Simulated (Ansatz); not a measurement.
# BH2SCl (SMILES SBCl): methods side by side

The species is BH2SCl (5 atoms), meant as a singlet with charge 0. SMILES: `SBCl`. The shape is that of a PBE0-D4/def2-TZVP optimisation. This is one conformer, not always the lowest.

```xyz
5

S    -1.2945   -0.0088   -0.3235
B     0.4029   -0.2178    0.1647
Cl    0.8887   -1.7389    0.8689
H    -1.1576    1.2482   -0.7771
H     1.2104    0.6434    0.0257
```

Each level gives the energy change with the S1–H4 bond stretched from 1.343 to 3.358 Å (eV). The values are calculated.

```
                        level                    kind  program  value (eV)  less FCI/STO-3G  CPU time (all runs)
    SVWN5/STO-3G (restricted)                     LDA   Ansatz        6.41            +2.47                  2 s
      PBE/STO-3G (restricted)                     GGA   Ansatz        6.11            +2.17                4.3 s
CAM-B3LYP/STO-3G (restricted)  range-separated hybrid   Ansatz        7.62            +3.68                3.5 s
  wB97M-V/STO-3G (restricted)  range-separated hybrid   Ansatz        7.82            +3.88                 48 s
    wB97X/STO-3G (restricted)  range-separated hybrid   Ansatz        8.05            +4.11                 13 s
  RPA@PBE/STO-3G (restricted)                     RPA   Ansatz        5.05            +1.11                6.1 s
      MP2/STO-3G (restricted)     perturbation theory   Ansatz        5.12            +1.18               0.47 s
   CCSDTQ/STO-3G (restricted)   coupled cluster or CI   Ansatz        3.94             0.00                 23 s
                   FCI/STO-3G      exact in the basis   Ansatz        3.94             0.00                 42 s
```

FCI/STO-3G is exact within its basis and frozen core, so for wave-function methods in that basis the difference is their error; functionals converge differently with the basis, so for them it is only a difference. The first shape isn't each level's own minimum. The values span 3.94 to 8.05 eV. All rows use very small basis sets, so even the best lies far from the true value. Times are those of the runs behind each value, whatever else they computed, on shared processors of several kinds: orders of magnitude only.

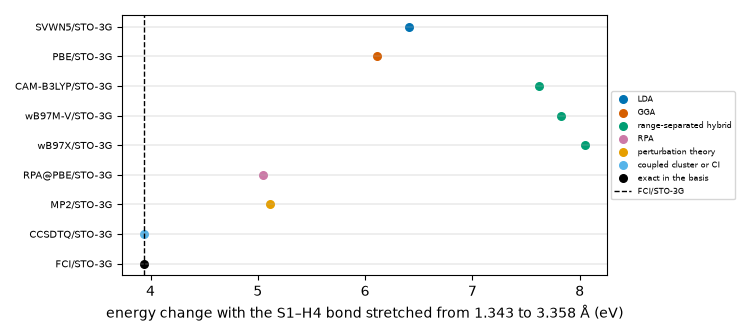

The values of the table, level by level.
